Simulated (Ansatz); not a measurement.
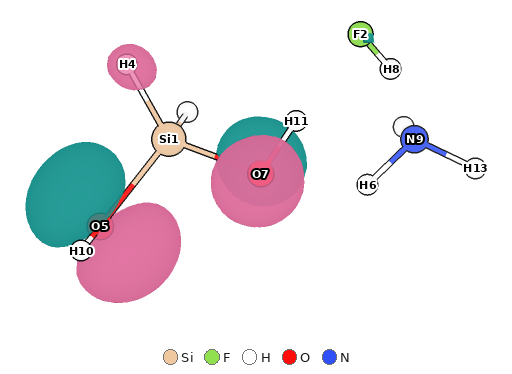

*H4O2Si···HF···NH3. The HOMO−1 at ±0.15 Å⁻³ᐟ² (teal and pink are the two phases), seen at an oblique angle.*

Computed with RKS PBE-D4/cc-pVDZ (Ansatz).

```tsv
atom	x (Å)	y (Å)	z (Å)
Si	-1.1028	1.2534	0.2177
F	2.2118	0.3749	-0.0290
H	-1.2427	0.8964	-1.2422
H	-0.5301	2.6445	0.3742
O	-2.6922	1.1370	0.7952
H	0.3034	-1.5324	-0.1544
O	-0.1416	0.1409	1.0619
H	1.8889	-0.5015	-0.4640
N	1.0853	-1.7101	-0.8135
H	-2.7634	1.3675	1.7411
H	0.8279	0.3267	0.8722
H	0.6797	-1.7595	-1.7579
H	1.4759	-2.6378	-0.6013
```

**Describe this orbital and give its energy.**

By Hirshfeld shares it lies mainly on O5 (about 55 %) and O7 (about 25 %). Its energy is −7.03 eV.
